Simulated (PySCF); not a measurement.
# InF (SMILES [F][In]): SVWN5/STO-6G

Aim: the vertical ionisation energy of InF at SVWN5/STO-6G, from 2 runs. 

The calculation is run with PySCF 2.14.0.

11 further runs of the same task are left out: 5 that didn't finish, 6 set aside as unsound or not needed.

## 1. The molecule

InF has 2 atoms, charge 0, and is taken as a singlet. As SMILES, `[F][In]`. The coordinates come from a PBE0-D4/def2-TZVP relaxation.

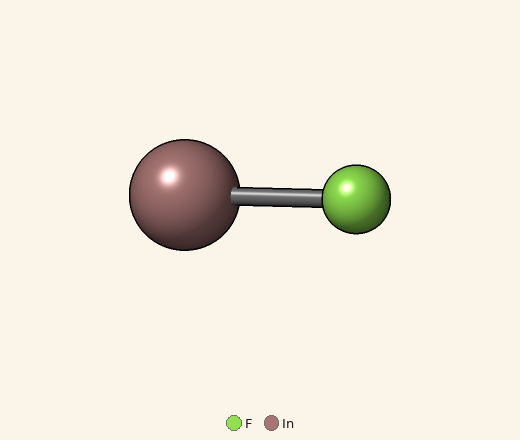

The structure, seen from a chosen angle (fluorine green, indium brown).

## 2. A single-point energy at SVWN5/STO-6G

The input, job.py:

```python
from pyscf import gto, dft

system = gto.Mole()
system.atom = 'F 0.000000 0.000000 0.015910; In -0.000000 -0.000000 2.009580'
system.spin = 0
system.verbose = 3
system.basis = 'sto-6g'
system.max_memory = 1860
system.build()

calc0 = dft.RKS(system)
calc0.xc = 'svwn'
calc0.conv_tol = 1e-10
calc0.grids.level = 5
calc0.kernel()
if not calc0.converged:
    calc0 = calc0.newton().run(calc0.mo_coeff, calc0.mo_occ)

e_tot = calc0.e_tot
print('Final energy', e_tot)
```

Launch:

```bash
OMP_NUM_THREADS=1 python job.py
```

Standard output:

```text
converged SCF energy = -5807.67658305431
Final energy -5807.6765830543145
```

Run time: 3.3 s. Hardware: 1 thread of Arm Neoverse V1, shared host; peak memory 0.15 GiB.

## 3. The doublet cation, same level

The input, run.py:

```python
from pyscf import gto, dft

mol = gto.M(
    atom=[
    ('F', (0.000000, 0.000000, 0.015910)),
    ('In', (-0.000000, -0.000000, 2.009580)),
],
    charge=1,
    basis='sto-6g',
    spin=1,
    max_memory=1860,
    verbose=3,
)

mf = dft.UKS(mol, xc='svwn')
mf.grids.level = 5
mf.conv_tol = 1e-10
mf.kernel()
if not mf.converged:
    mf = mf.newton().run(mf.mo_coeff, mf.mo_occ)

e_tot = mf.e_tot
print('E(%s) = %.9f' % ('SVWN5', e_tot))
```

Launch:

```bash
OMP_NUM_THREADS=1 python run.py
```

Standard output:

```text
WARN: HOMO -0.268418007805916 >= LUMO -0.268418007805902

converged SCF energy = -5807.47303961173  <S^2> = 0.75324152  2S+1 = 2.0032389
E(SVWN5) = -5807.473039612
```

Wall time 3.9 s (1 thread of Arm Neoverse V1, shared host); peak memory 0.15 GiB.

## 4. Summary of results

At SVWN5/STO-6G:

```
                                          quantity           value
                         singlet InF: total energy  -5807.67658 Eh
                        singlet InF: dipole moment          0.33 D
                          singlet InF: HOMO energy        -0.83 eV
                          singlet InF: LUMO energy         1.74 eV
                        singlet InF: HOMO–LUMO gap         2.57 eV
                      doublet cation: total energy  -5807.47304 Eh
doublet cation: HOMO energy (highest over α and β)       -10.66 eV
 doublet cation: LUMO energy (lowest over α and β)        -9.48 eV
                              doublet cation: ⟨S²⟩           0.753
vertical ionisation energy (to the doublet cation)        5.539 eV
```

What this shows: The vertical ionisation energy comes to 5.54 eV (128 kcal/mol). The negative HOMO energy of the first species, 0.83 eV, lies 4.70 eV below that difference. In a minimal basis such a difference can be off by several eV, whatever the method. Relativity is left out (singlet InF) although the molecule holds a heavy atom. Relativity is left out (doublet cation) although the molecule holds a heavy atom.
